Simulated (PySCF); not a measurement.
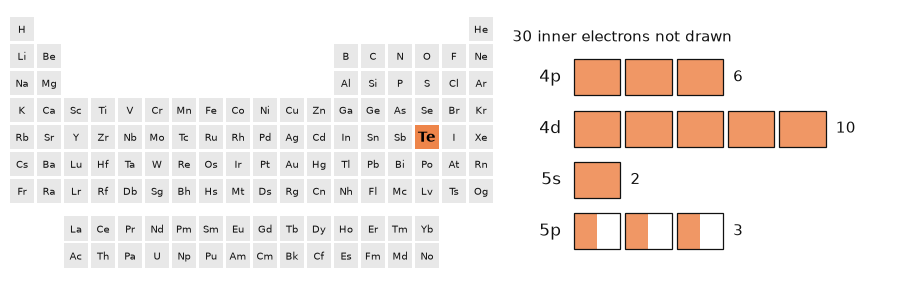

Figure 1. Left, the place of tellurium in the periodic table; right, the outer shells of the nominal configuration: a box for each of the 2l + 1 orbitals, shaded by the share of the shell that is filled, with the electron count at the right.

**Atomic calculation for Te⁺**

- system: Te⁺, configuration 1s2 2s2 2p6 3s2 3p6 3d10 4s2 4p6 4d10 5s2 5p3, multiplicity 4.
- method: unrestricted r2SCAN, aug-cc-pwCVTZ-DK3 plus 1 even-tempered diffuse shell per l, spin-free X2C-1e, Gaussian nucleus (PySCF)

**Summary**

- outcome: converged
- total energy: −6793.1754 hartree
- ⟨S²⟩: 3.751
- SCF iterations: 7
- hardware: 1 CPU thread, shared host
- CPU time: 9.1 s (integrals apart)

**Input file**
```python
from pyscf import gto, scf, dft, mp, cc
import basis_set_exchange as bse
mol = gto.M(atom="Te 0 0 0", charge=1, spin=3, symmetry="D2h",
            basis=gto.basis.parse(bse.get_basis("aug-cc-pwCVTZ-DK3", elements=["Te"], fmt="nwchem", augment_diffuse=1)),
            nucmod="G")
mf = dft.UKS(mol, xc="R2SCAN").sfx2c1e()
mf.irrep_nelec = {'Ag': (9, 9), 'B1g': (2, 2), 'B2g': (2, 2), 'B3g': (2, 2), 'B1u': (4, 3), 'B2u': (4, 3), 'B3u': (4, 3)}
mf.kernel()
```

The script is an equivalent of what the driver set up; the driver started from orbitals of its own, so the log can be shorter than this script's would be, and it computed the properties (radii, ⟨L²⟩, response) afterwards. It held the occupations shell by shell, which the script's counts by irreducible representation don't always enforce.

**Log (extracts)**
```
damping factor = 0
level_shift factor = 0
DIIS = <class 'pyscf.scf.diis.CDIIS'>
diis_start_cycle = 1
diis_space = 10
diis_damp = 0
SCF conv_tol = 1e-09
SCF conv_tol_grad = None
number electrons alpha = 27  beta = 24
XC functionals = R2SCAN
    J. W. Furness, A. D. Kaplan, J. Ning, J. P. Perdew, and J. Sun.,  J. Phys. Chem. Lett. 11, 8208-8215 (2020)
    J. W. Furness, A. D. Kaplan, J. Ning, J. P. Perdew, and J. Sun.,  J. Phys. Chem. Lett. 11, 9248-9248 (2020)
    J. W. Furness, A. D. Kaplan, J. Ning, J. P. Perdew, and J. Sun.,  J. Phys. Chem. Lett. 11, 8208-8215 (2020)
    J. W. Furness, A. D. Kaplan, J. Ning, J. P. Perdew, and J. Sun.,  J. Phys. Chem. Lett. 11, 9248-9248 (2020)
cycle= 1 E= -6793.17532156506  delta_E= -0.00964  |g|= 0.0408  |ddm|= 0.338
cycle= 2 E= -6793.17539334695  delta_E= -7.18e-05  |g|= 0.00799  |ddm|= 0.0603
cycle= 3 E= -6793.17539933169  delta_E= -5.98e-06  |g|= 0.00311  |ddm|= 0.0113
cycle= 4 E= -6793.17540053731  delta_E= -1.21e-06  |g|= 0.00031  |ddm|= 0.0041
cycle= 5 E= -6793.17540059401  delta_E= -5.67e-08  |g|= 4.42e-05  |ddm|= 0.0035
cycle= 6 E= -6793.17540059591  delta_E= -1.9e-09  |g|= 9.87e-06  |ddm|= 0.000601
cycle= 7 E= -6793.17540059594  delta_E= -3.18e-11  |g|= 7.77e-07  |ddm|= 6.41e-05
converged SCF energy = -6793.17540059594  <S^2> = 3.7513779  2S+1 = 4.0006889
```

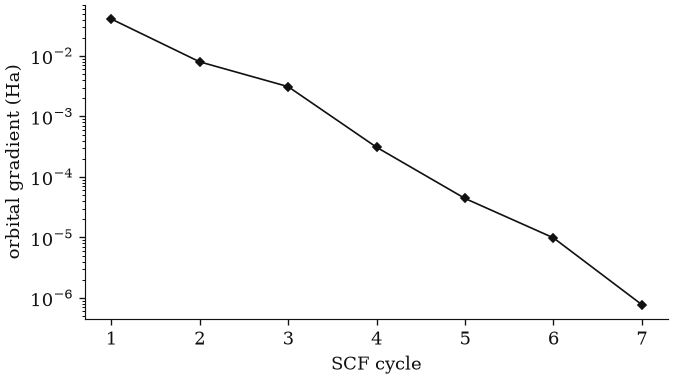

Figure 2. Convergence: orbital gradient against the SCF cycle. The residual falls at every step. It goes from 0.041 to 7.8×10⁻⁷ in 7 steps.

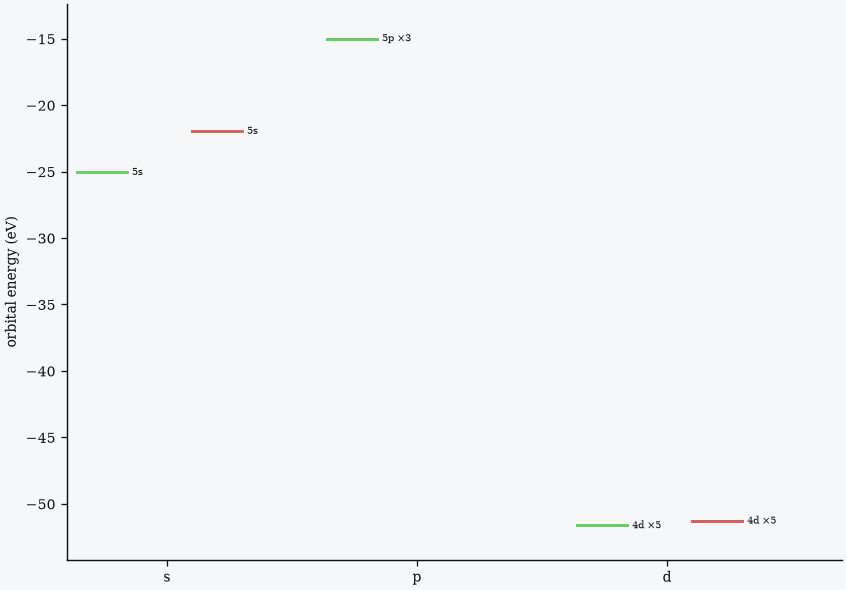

Figure 3. Orbital energies of the mean field, from the top down to −51.6 eV, by angular momentum, α spin at the left of each column and β at the right; ×n counts the orbitals under one label. The highest filled orbital is 5p α at −15.0 eV, the lowest empty one p β at −11.6 eV.
